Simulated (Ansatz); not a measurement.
# C2H5FSe2Si: two geometries relaxed

Are the two ends of the shift of H11 from C5 to Se6 separate minima, and which lies lower? Each is relaxed from a guess. SMILES of the start: FC([SiH3])([SeH])C=[Se].

All numbers below are computed with Ansatz 0.2.0 (RHF/def2-SVP).

## 1. The system as given

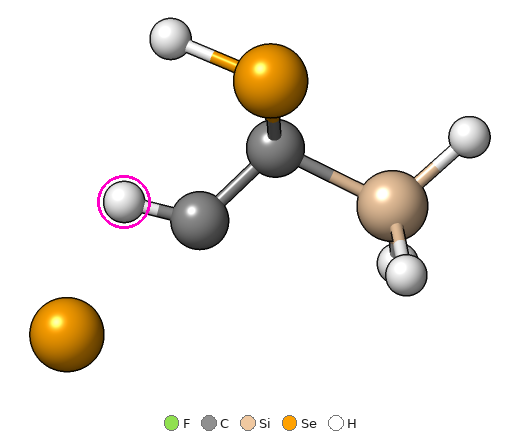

The starting structure, seen from a chosen angle (fluorine green, carbon grey, silicon light orange, selenium orange, hydrogen white). Ringed: H11.

Coordinates:

```xyz
11

F    -1.5164   -0.6934   -0.5465
C    -0.3167   -0.1079   -0.3412
Si    0.8447   -1.4642    0.1112
Se    0.3849    0.7765   -1.9685
C    -0.3835    0.8799    0.7525
Se   -0.5904    2.5933    2.5145
H     2.2395   -0.8926    0.3611
H     0.9873   -2.4311   -0.9733
H     0.4129   -2.1141    1.3921
H    -0.9454    1.6477   -2.0008
H    -1.0515    1.7488    0.7197
```

## 2. End point A

The input, input.yaml:

```yaml
crystal:
  periodic: [false, false, false]
  atoms:
    - { symbol: F, position_ang: [-1.5164, -0.6934, -0.5465] }
    - { symbol: C, position_ang: [-0.3167, -0.1079, -0.3412] }
    - { symbol: Si, position_ang: [0.8447, -1.4642, 0.1112] }
    - { symbol: Se, position_ang: [0.3849, 0.7765, -1.9685] }
    - { symbol: C, position_ang: [-0.3835, 0.8799, 0.7525] }
    - { symbol: Se, position_ang: [-0.5904, 2.5933, 2.5145] }
    - { symbol: H, position_ang: [2.2395, -0.8926, 0.3611] }
    - { symbol: H, position_ang: [0.9873, -2.4311, -0.9733] }
    - { symbol: H, position_ang: [0.4129, -2.1141, 1.3921] }
    - { symbol: H, position_ang: [-0.9454, 1.6477, -2.0008] }
    - { symbol: H, position_ang: [-1.0515, 1.7488, 0.7197] }
basis:
  gaussian: { orbitals: def2-SVP }
hamiltonian:
  xc: hf
relax:
  f_tol: 0.02
  max_steps: 50
output:
  orbitals: {}
```

On the command line:

```bash
$ ansatz run input.yaml --threads 2 --pin off --max-ram 3072MiB --backend cpu --events-out ev --progress --plain --runs-dir out
```

Standard output, shortened:

```text
Warning: RAYON_NUM_THREADS=2 ignored (pool sized by the plan → 2); use --threads N
[...]
Functional definition: HF
[...]
1573 factors; integrals over basis functions are off by at most 3.4e-4 eV
[...]
mean field -143284.75168251 eV, -5265.6175024392 hartree, gradient 4.9e-5 eV, S^2 0.000000; 1 other end points of the search recorded, 0 dependent functions left out
[...]
reference -143284.75168251 eV, -5265.6175024392 hartree; 54, 54 occupied and 95, 95 virtual orbitals, 1573 factors
relax step   1: F+E_penalty+E_count = -143284.75168251 eV  Δ(F+E_penalty+E_count) = +0.000e0 eV  max|allowed force component| = 3.035e0 eV/Å  Δτ_max = 0.0000 Å  (169 SCF iters, accepted)
[...]
relax step   3: F+E_penalty+E_count = -143287.14352161 eV  Δ(F+E_penalty+E_count) = -1.092e0 eV  max|allowed force component| = 3.261e0 eV/Å  Δτ_max = 0.1959 Å  (50 SCF iters, accepted)
[...]
relax step   5: F+E_penalty+E_count = -143289.32172535 eV  Δ(F+E_penalty+E_count) = -8.822e-1 eV  max|allowed force component| = 2.892e0 eV/Å  Δτ_max = 0.1997 Å  (40 SCF iters, accepted)
[...]
relax step   7: F+E_penalty+E_count = -143289.90726801 eV  Δ(F+E_penalty+E_count) = -2.329e-1 eV  max|allowed force component| = 1.008e0 eV/Å  Δτ_max = 0.1752 Å  (43 SCF iters, accepted)
[...]
relax step   9: F+E_penalty+E_count = -143290.06423999 eV  Δ(F+E_penalty+E_count) = -2.647e-2 eV  max|allowed force component| = 5.897e-1 eV/Å  Δτ_max = 0.1272 Å  (42 SCF iters, accepted)
[...]
relax step  10: F+E_penalty+E_count = -143290.06717721 eV  Δ(F+E_penalty+E_count) = -2.937e-3 eV  max|allowed force component| = 5.619e-1 eV/Å  Δτ_max = 0.0590 Å  (41 SCF iters, accepted)
[...]
```

## 3. The output, continued: end point A relaxed

The log, continued, shortened:

```text
1573 factors; integrals over basis functions are off by at most 4.4e-4 eV
mean field -143290.07848597 eV, -5265.8132588558 hartree, gradient 4.9e-5 eV, S^2 0.000000; 0 other end points of the search recorded, 0 dependent functions left out
[...]
reference -143290.07848597 eV, -5265.8132588558 hartree; 54, 54 occupied and 95, 95 virtual orbitals, 1573 factors
relax step  11: F+E_penalty+E_count = -143290.07848597 eV  Δ(F+E_penalty+E_count) = -1.131e-2 eV  max|allowed force component| = 2.246e-1 eV/Å  Δτ_max = 0.0396 Å  (40 SCF iters, accepted)
[...]
relax step  16: F+E_penalty+E_count = -143290.08054654 eV  Δ(F+E_penalty+E_count) = -1.678e-4 eV  max|allowed force component| = 1.106e-2 eV/Å  Δτ_max = 0.0197 Å  (43 SCF iters, accepted)
[...]
Atom 1 at    -0.326647     0.041284    -0.286411 Å, force     0.001213     0.008506    -0.006364 eV/Å
Atom 2 at     0.897252    -1.347827     0.298145 Å, force     0.002592     0.000365    -0.001491 eV/Å
Atom 3 at     0.399673     0.949925    -1.883869 Å, force    -0.012368     0.005635     0.003402 eV/Å
Atom 4 at    -0.709583     1.066039     0.732317 Å, force     0.006298    -0.001352    -0.007209 eV/Å
Atom 5 at     0.269243     1.698907     2.024436 Å, force    -0.003523    -0.000014     0.001368 eV/Å
Atom 6 at     2.261348    -0.814662     0.459465 Å, force    -0.000995    -0.000337    -0.000750 eV/Å
Atom 7 at     0.875516    -2.368866    -0.768748 Å, force     0.000644    -0.000824    -0.000033 eV/Å
Atom 8 at     0.372363    -1.904987     1.558693 Å, force    -0.001417    -0.002192     0.003052 eV/Å
Atom 9 at    -0.754259     1.818480    -2.068640 Å, force     0.011503    -0.008057     0.000792 eV/Å
Atom 10 at    -1.734673     1.408724     0.606445 Å, force    -0.001763    -0.000660     0.004223 eV/Å
Dipole moment:    -0.024574     0.008665    -0.106563 e Å
```

Run time: 72 s. Hardware: 2 threads of INTEL XEON PLATINUM 8581C at 2.10GHz (Emerald Rapids), shared host; peak memory 0.56 GiB.

Step by step:

```
step  energy from step 1 (eV)  largest force component (eV/Å)
   1                   0.0000                          3.0348
   2                  -1.2997                          2.6826
   3                  -2.3918                          3.2606
   4                  -3.6879                          3.5815
   5                  -4.5700                          2.8925
   6                  -4.9227                          2.1017
   7                  -5.1556                          1.0079
   8                  -5.2861                          0.4925
   9                  -5.3126                          0.5897
  10                  -5.3155                          0.5619
  11                  -5.3268                          0.2246
  12                  -5.3271                          0.1024
  13                  -5.3282                          0.0794
  14                  -5.3284                          0.0230
  15                  -5.3287                          0.0242
  16                  -5.3289                          0.0111
  17                  -5.3289                          0.0124
```

Step 1 is the start.

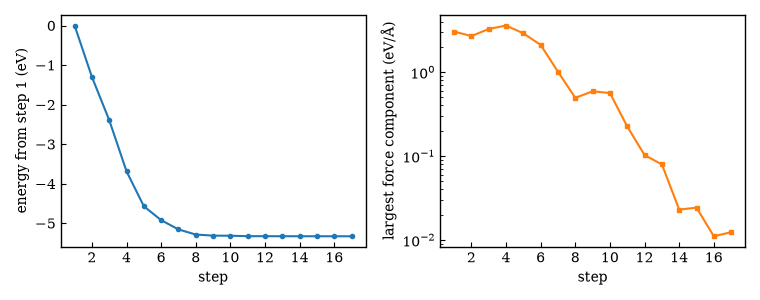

How energy and force went from step to step.

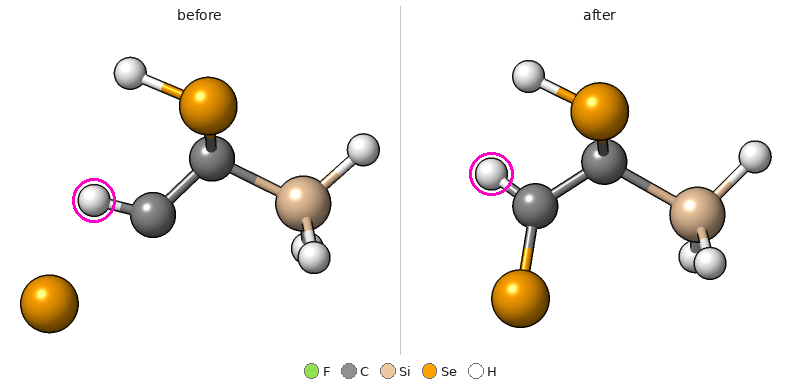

The structure before (left) and after (right), drawn at the same scale.

After: Bond lengths: F1–C2 1.375 Å, C2–Si3 1.941 Å, C2–Se4 1.976 Å, C2–C5 1.495 Å, C5–Se6 1.740 Å, Si3–H7 1.473 Å, Si3–H8 1.477 Å, Si3–H9 1.475 Å, Se4–H10 1.456 Å, C5–H11 1.088 Å. Angles (14 of 16 angles, heavy atoms first): F1–C2–Si3 106.0°, F1–C2–Se4 108.1°, F1–C2–C5 106.7°, Si3–C2–Se4 109.9°, Si3–C2–C5 116.5°, Se4–C2–C5 109.3°, C2–C5–Se6 127.7°, C2–Si3–H7 111.0°, C2–Si3–H8 105.5°, C2–Si3–H9 107.7°, C2–Se4–H10 94.9°, C2–C5–H11 112.2°, Se6–C5–H11 120.1°, H7–Si3–H8 110.1°.

Pairs that crossed the distance rule for bonds on the way: came closer C5–Se6.

## 4. End point B

The second end starts from a geometry with the move made by hand.

input.yaml: that of step 2 with these lines changed.

```diff
@@ -13,3 +13,3 @@
     - { symbol: H, position_ang: [-0.9454, 1.6477, -2.0008] }
-    - { symbol: H, position_ang: [-1.0515, 1.7488, 0.7197] }
+    - { symbol: H, position_ang: [-0.93683, 1.95882, 1.16605] }
 basis:
@@ -21,3 +21 @@
   max_steps: 50
-output:
-  orbitals: {}
```

On the command line:

```bash
$ ansatz run input.yaml --threads 2 --pin off --max-ram 3072MiB --backend cpu --events-out ev --progress --plain --runs-dir out
```

Standard output, shortened:

```text
Warning: RAYON_NUM_THREADS=2 ignored (pool sized by the plan → 2); use --threads N
[...]
Functional definition: HF
[...]
1577 factors; integrals over basis functions are off by at most 3.4e-4 eV
[...]
mean field -143282.78800148 eV, -5265.5453384926 hartree, gradient 2.4e-5 eV, S^2 0.000000; 2 other end points of the search recorded, 0 dependent functions left out
[...]
reference -143282.78800148 eV, -5265.5453384926 hartree; 54, 54 occupied and 95, 95 virtual orbitals, 1577 factors
relax step   1: F+E_penalty+E_count = -143282.78800148 eV  Δ(F+E_penalty+E_count) = +0.000e0 eV  max|allowed force component| = 4.439e0 eV/Å  Δτ_max = 0.0000 Å  (361 SCF iters, accepted)
[...]
relax step   4: F+E_penalty+E_count = -143287.31903946 eV  Δ(F+E_penalty+E_count) = -1.502e0 eV  max|allowed force component| = 2.260e0 eV/Å  Δτ_max = 0.1950 Å  (57 SCF iters, accepted)
[...]
relax step   7: F+E_penalty+E_count = -143289.82380064 eV  Δ(F+E_penalty+E_count) = -3.263e-1 eV  max|allowed force component| = 1.456e0 eV/Å  Δτ_max = 0.1947 Å  (41 SCF iters, accepted)
[...]
relax step  10: F+E_penalty+E_count = -143290.03897176 eV  Δ(F+E_penalty+E_count) = +1.217e-2 eV  max|allowed force component| = 8.480e-1 eV/Å  Δτ_max = 0.1577 Å  (40 SCF iters, rejected (line search))
[...]
relax step  11: F+E_penalty+E_count = -143290.07149951 eV  Δ(F+E_penalty+E_count) = -2.036e-2 eV  max|allowed force component| = 1.560e-1 eV/Å  Δτ_max = 0.0789 Å  (41 SCF iters, accepted)
[...]
relax step  12: F+E_penalty+E_count = -143290.07696226 eV  Δ(F+E_penalty+E_count) = -5.463e-3 eV  max|allowed force component| = 1.100e-1 eV/Å  Δτ_max = 0.0756 Å  (43 SCF iters, accepted)
[...]
1577 factors; integrals over basis functions are off by at most 4.4e-4 eV
[...]
mean field -143290.07835579 eV, -5265.8132540717 hartree, gradient 5.0e-5 eV, S^2 0.000000; 0 other end points of the search recorded, 0 dependent functions left out
```

## 5. More of the same log: end point B relaxed

Output, continued:

```text
the calculation of the forces begins
reference -143290.07835579 eV, -5265.8132540717 hartree; 54, 54 occupied and 95, 95 virtual orbitals, 1577 factors
relax step  13: F+E_penalty+E_count = -143290.07835579 eV  Δ(F+E_penalty+E_count) = -1.394e-3 eV  max|allowed force component| = 5.332e-2 eV/Å  Δτ_max = 0.0313 Å  (42 SCF iters, accepted)
these checks for a lower state are left out or cut short: starts, cluster_reference, orbital_swaps, neighbouring_geometries, increment
1577 factors; integrals over basis functions are off by at most 4.4e-4 eV
mean field -143290.07887742 eV, -5265.8132732414 hartree, gradient 5.4e-5 eV, S^2 0.000000; 0 other end points of the search recorded, 0 dependent functions left out
the calculation of the forces begins
reference -143290.07887742 eV, -5265.8132732414 hartree; 54, 54 occupied and 95, 95 virtual orbitals, 1577 factors
relax step  14: F+E_penalty+E_count = -143290.07887742 eV  Δ(F+E_penalty+E_count) = -5.216e-4 eV  max|allowed force component| = 5.708e-2 eV/Å  Δτ_max = 0.0316 Å  (42 SCF iters, accepted)
these checks for a lower state are left out or cut short: starts, cluster_reference, orbital_swaps, neighbouring_geometries, increment
1577 factors; integrals over basis functions are off by at most 4.4e-4 eV
mean field -143290.07991505 eV, -5265.8133113734 hartree, gradient 5.4e-5 eV, S^2 0.000000; 0 other end points of the search recorded, 0 dependent functions left out
the calculation of the forces begins
reference -143290.07991505 eV, -5265.8133113734 hartree; 54, 54 occupied and 95, 95 virtual orbitals, 1577 factors
relax step  15: F+E_penalty+E_count = -143290.07991505 eV  Δ(F+E_penalty+E_count) = -1.038e-3 eV  max|allowed force component| = 5.474e-2 eV/Å  Δτ_max = 0.0498 Å  (42 SCF iters, accepted)
these checks for a lower state are left out or cut short: starts, cluster_reference, orbital_swaps, neighbouring_geometries, increment
1577 factors; integrals over basis functions are off by at most 4.3e-4 eV
mean field -143290.07999362 eV, -5265.8133142610 hartree, gradient 5.1e-5 eV, S^2 0.000000; 0 other end points of the search recorded, 0 dependent functions left out
the calculation of the forces begins
reference -143290.07999362 eV, -5265.8133142610 hartree; 54, 54 occupied and 95, 95 virtual orbitals, 1577 factors
relax step  16: F+E_penalty+E_count = -143290.07999362 eV  Δ(F+E_penalty+E_count) = -7.857e-5 eV  max|allowed force component| = 8.449e-2 eV/Å  Δτ_max = 0.0571 Å  (41 SCF iters, accepted)
these checks for a lower state are left out or cut short: starts, cluster_reference, orbital_swaps, neighbouring_geometries, increment
1577 factors; integrals over basis functions are off by at most 4.4e-4 eV
mean field -143290.08040387 eV, -5265.8133293374 hartree, gradient 4.8e-5 eV, S^2 0.000000; 0 other end points of the search recorded, 0 dependent functions left out
the calculation of the forces begins
reference -143290.08040387 eV, -5265.8133293374 hartree; 54, 54 occupied and 95, 95 virtual orbitals, 1577 factors
relax step  17: F+E_penalty+E_count = -143290.08040387 eV  Δ(F+E_penalty+E_count) = -4.102e-4 eV  max|allowed force component| = 3.214e-2 eV/Å  Δτ_max = 0.0174 Å  (43 SCF iters, accepted)
these checks for a lower state are left out or cut short: starts, cluster_reference, orbital_swaps, neighbouring_geometries, increment
1577 factors; integrals over basis functions are off by at most 4.4e-4 eV
mean field evaluation 384: about -143290.0804 eV, gradient 4.0e-4 eV
mean field -143290.08040425 eV, -5265.8133293513 hartree, gradient 5.1e-5 eV, S^2 0.000000; 0 other end points of the search recorded, 0 dependent functions left out
the calculation of the forces begins
reference -143290.08040425 eV, -5265.8133293513 hartree; 54, 54 occupied and 95, 95 virtual orbitals, 1577 factors
relax step  18: F+E_penalty+E_count = -143290.08040425 eV  Δ(F+E_penalty+E_count) = -3.770e-7 eV  max|allowed force component| = 3.981e-2 eV/Å  Δτ_max = 0.0243 Å  (44 SCF iters, accepted)
these checks for a lower state are left out or cut short: starts, cluster_reference, orbital_swaps, neighbouring_geometries, increment
1577 factors; integrals over basis functions are off by at most 4.4e-4 eV
mean field -143290.08053884 eV, -5265.8133342974 hartree, gradient 1.8e-5 eV, S^2 0.000000; 0 other end points of the search recorded, 0 dependent functions left out
the calculation of the forces begins
reference -143290.08053884 eV, -5265.8133342974 hartree; 54, 54 occupied and 95, 95 virtual orbitals, 1577 factors
relax step  19: F+E_penalty+E_count = -143290.08053884 eV  Δ(F+E_penalty+E_count) = -1.346e-4 eV  max|allowed force component| = 2.193e-2 eV/Å  Δτ_max = 0.0066 Å  (34 SCF iters, accepted)
these checks for a lower state are left out or cut short: starts, cluster_reference, orbital_swaps, neighbouring_geometries, increment
1577 factors; integrals over basis functions are off by at most 4.4e-4 eV
mean field -143290.08060780 eV, -5265.8133368318 hartree, gradient 2.3e-5 eV, S^2 0.000000; 0 other end points of the search recorded, 0 dependent functions left out
the calculation of the forces begins
reference -143290.08060780 eV, -5265.8133368318 hartree; 54, 54 occupied and 95, 95 virtual orbitals, 1577 factors
relax step  20: F+E_penalty+E_count = -143290.08060780 eV  Δ(F+E_penalty+E_count) = -6.896e-5 eV  max|allowed force component| = 6.162e-3 eV/Å  Δτ_max = 0.0110 Å  (35 SCF iters, accepted)
1577 factors; integrals over basis functions are off by at most 4.4e-4 eV
mean field evaluation 416: about -143280.0361 eV, gradient 2.3e1 eV
mean field -143290.08060780 eV, -5265.8133368318 hartree, gradient 2.3e-5 eV, S^2 0.000000; 1 other end points of the search recorded, 0 dependent functions left out
the calculation of the forces begins
reference -143290.08060780 eV, -5265.8133368318 hartree; 54, 54 occupied and 95, 95 virtual orbitals, 1577 factors
Total energy: -143290.08060780 eV, -5265.8133368318 hartree
Atom 0 at    -1.496567    -0.563573    -0.576391 Å, force     0.004321     0.000367     0.002841 eV/Å
Atom 1 at    -0.322514     0.066828    -0.236737 Å, force    -0.000302    -0.000655     0.006162 eV/Å
Atom 2 at     0.900958    -1.338216     0.310261 Å, force     0.001167     0.000823    -0.001589 eV/Å
Atom 3 at     0.374789     0.975703    -1.846455 Å, force     0.001305     0.000621    -0.000794 eV/Å
Atom 4 at    -0.669025     1.089610     0.796929 Å, force    -0.002980     0.000326    -0.004137 eV/Å
Atom 5 at     0.346491     1.701488     2.070730 Å, force    -0.000783     0.000239    -0.001631 eV/Å
Atom 6 at     2.274550    -0.819993     0.436198 Å, force    -0.000588     0.000199    -0.001037 eV/Å
Atom 7 at     0.839441    -2.354180    -0.759767 Å, force     0.000372    -0.003207    -0.000382 eV/Å
Atom 8 at     0.405595    -1.895429     1.582828 Å, force    -0.002864    -0.000154    -0.000485 eV/Å
Atom 9 at    -0.780985     1.845307    -2.008170 Å, force    -0.001109     0.002206     0.000145 eV/Å
Atom 10 at    -1.692663     1.445375     0.697724 Å, force     0.001461    -0.000765     0.000906 eV/Å
Dipole moment:    -0.028248     0.008980    -0.107313 e Å
```

It took 96 s on 2 threads of INTEL XEON PLATINUM 8581C at 2.10GHz (Emerald Rapids), shared host; peak memory 0.56 GiB.

The steps of the relaxation:

```
step  energy from step 1 (eV)  largest force component (eV/Å)
   1                   0.0000                          4.4391
   2                  -1.7393                          3.0719
   3                  -3.0295                          2.5261
   4                  -4.5310                          2.2598
   5                  -5.8828                          3.4405
   6                  -6.7095                          1.9250
   7                  -7.0358                          1.4563
   8                  -7.1994                          0.8704
   9                  -7.2631                          0.3147
 10x                  -7.2510                          0.8480
  11                  -7.2835                          0.1560
  12                  -7.2890                          0.1100
  13                  -7.2904                          0.0533
  14                  -7.2909                          0.0571
  15                  -7.2919                          0.0547
  16                  -7.2920                          0.0845
  17                  -7.2924                          0.0321
  18                  -7.2924                          0.0398
  19                  -7.2925                          0.0219
  20                  -7.2926                          0.0062
```

Step 1 is the start. 1 step was tried and not accepted (marked x).

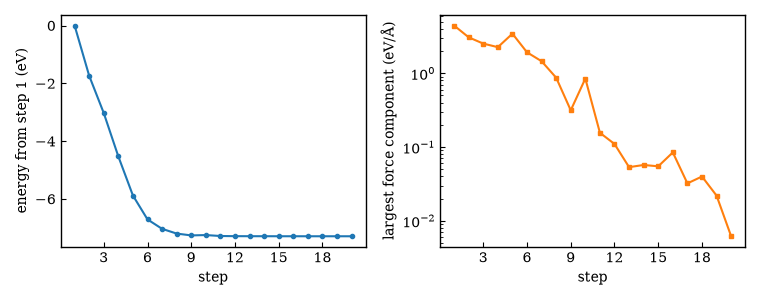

Energy and largest force along the relaxation.

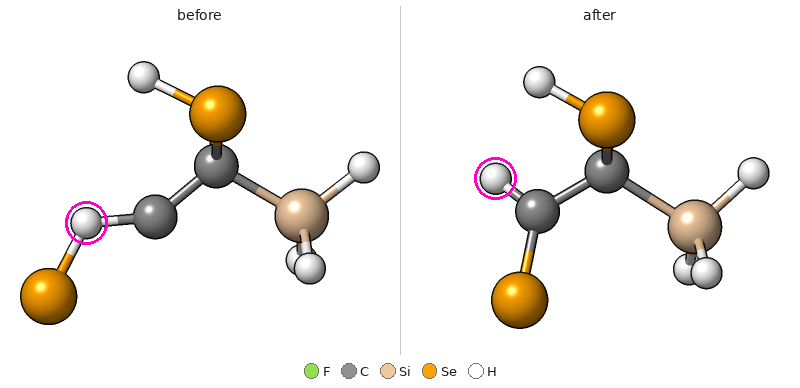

The structure before (left) and after (right), drawn at the same scale.

After: Bond lengths: F1–C2 1.375 Å, C2–Si3 1.942 Å, C2–Se4 1.976 Å, C2–C5 1.495 Å, C5–Se6 1.740 Å, Si3–H7 1.473 Å, Si3–H8 1.477 Å, Si3–H9 1.475 Å, Se4–H10 1.455 Å, C5–H11 1.088 Å. Angles (14 of 16 angles, heavy atoms first): F1–C2–Si3 106.0°, F1–C2–Se4 108.1°, F1–C2–C5 106.7°, Si3–C2–Se4 109.9°, Si3–C2–C5 116.5°, Se4–C2–C5 109.3°, C2–C5–Se6 127.7°, C2–Si3–H7 110.9°, C2–Si3–H8 105.5°, C2–Si3–H9 107.7°, C2–Se4–H10 94.9°, C2–C5–H11 112.3°, Se6–C5–H11 120.0°, H7–Si3–H8 110.0°.

Pairs that crossed the distance rule for bonds on the way: came closer C5–Se6; moved apart Se6–H11.

## 6. Results

| quantity | value |
| --- | --- |
| end A | 16 moves, 5.329 eV lower |
| end B | 18 moves, 7.293 eV lower |
| largest difference between the ends | 0.01 Å |
| end B relative to end A | +0.000 eV |

Both starts fell into the same minimum (no atom differs by more than 0.01 Å), so from this start no second minimum was found and no band was run; another arrangement could still be one.
